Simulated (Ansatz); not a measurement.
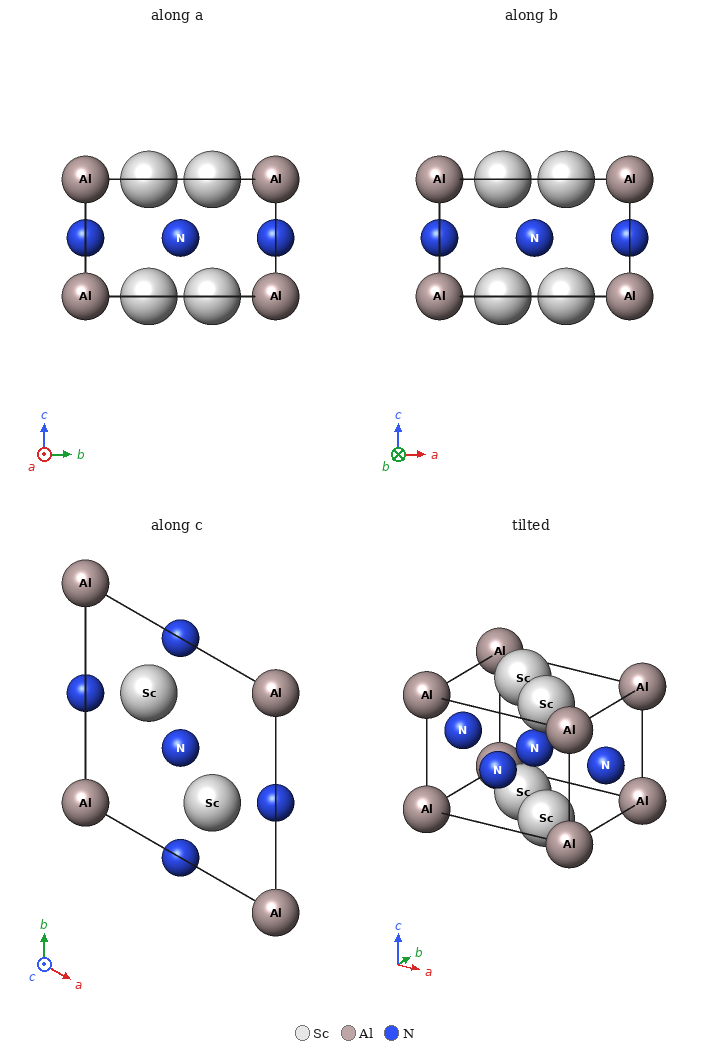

Structure drawing (spheres-only), viewed along the a axis, along the b axis, along the c axis and slightly off an axis. Thin lines show the conventional unit cell, with boundary atoms drawn in all their periodic places.

Lattice parameters: a = 5.5803 Å, b = 5.5803 Å, c = 2.9743 Å, α = 90.000°, β = 90.000°, γ = 120.000°.

From the views, write a CIF in P1 with every atom of the cell.

Answer.
```cif
data_structure
_symmetry_space_group_name_H-M 'P 1'
_symmetry_Int_Tables_number 1
_cell_length_a 5.5803
_cell_length_b 5.5803
_cell_length_c 2.9743
_cell_angle_alpha 90.000
_cell_angle_beta 90.000
_cell_angle_gamma 120.000
_cell_volume 80.21
loop_
_atom_site_label
_atom_site_type_symbol
_atom_site_fract_x
_atom_site_fract_y
_atom_site_fract_z
_atom_site_occupancy
Sc1 Sc 0.3333 0.6667 0.0000 1
Sc2 Sc 0.6667 0.3333 0.0000 1
Al1 Al 0.0000 0.0000 0.0000 1
N1 N 0.5000 0.0000 0.5000 1
N2 N 0.5000 0.5000 0.5000 1
N3 N 0.0000 0.5000 0.5000 1
```

The cell started as a structure type filled with these elements by a generator (whether the compound takes this form wasn't checked). A relaxation with DFT PBE, scalar-relativistic, plane waves, PAW in Ansatz 0.2.0 gave the geometry drawn.
